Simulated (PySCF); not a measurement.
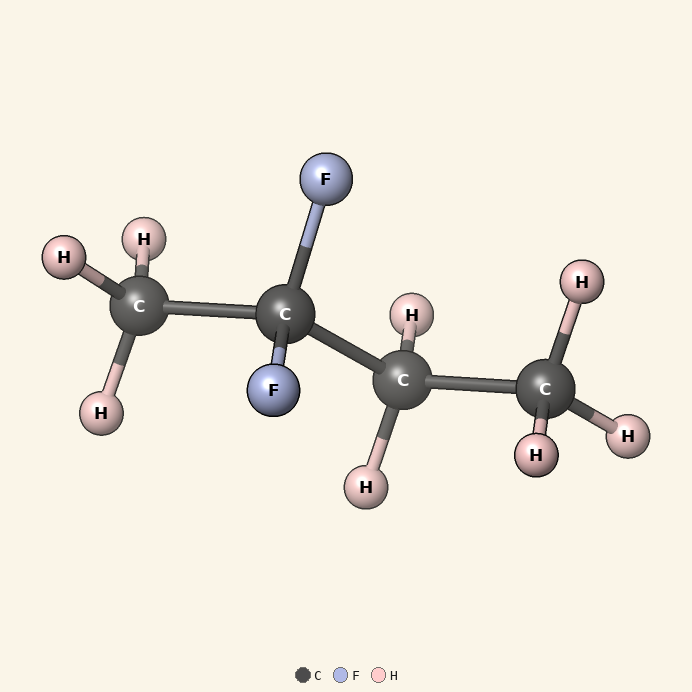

Orthographic view. Atoms fade into the background with distance from the viewer. The computed structure is the end point of a PBE0-D3(BJ)/def2-SVP optimisation. No frequency run is at hand to confirm it as a minimum.

> Give the standard InChI.

InChI=1S/C4H8F2/c1-3-4(2,5)6/h3H2,1-2H3
